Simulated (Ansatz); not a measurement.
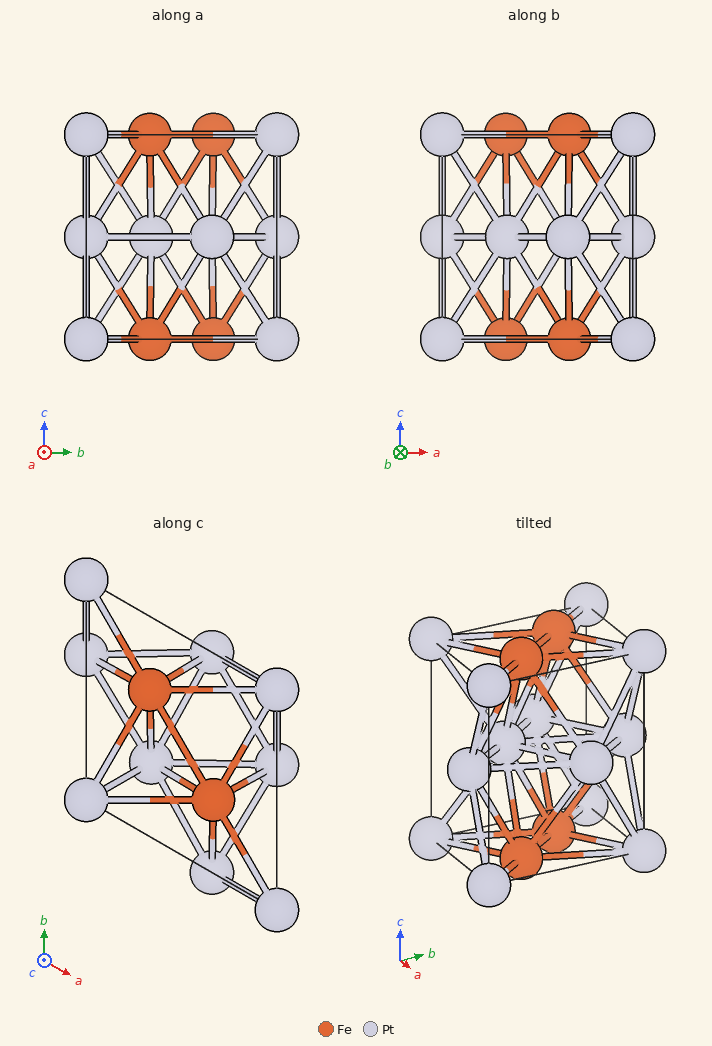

The structure above is drawn in ball-and-stick style and viewed along the a axis, along the b axis, along the c axis and slightly off an axis. The conventional unit cell is outlined; an atom on or near a face, edge or corner is repeated at each equivalent position.

Lattice parameters: a = 4.787 Å, b = 4.787 Å, c = 4.446 Å, α = 90.00°, β = 90.00°, γ = 120.00°. Put a along x and b in the xy plane.

**Put the structure into a POSCAR file, with free fractional coordinates to two decimals.**

```
Fe Pt
1.0
     4.787    0.000    0.000
    -2.393    4.145    0.000
     0.000    0.000    4.446
Fe Pt
2 4
Direct
  0.6667 0.3333 0.00
  0.3333 0.6667 0.00
  0.66 0.00 0.50
  0.34 0.34 0.50
  0.00 0.66 0.50
  0.00 0.00 0.00
```

The cell started as a structure type filled with these elements by a generator (whether the compound takes this form wasn't checked). Earlier steps of the study, as a rule a relaxation of our own, may have changed the cell and positions, so they can lie some per cent off the listed ones. It was set up as input for a calculation with Ansatz.
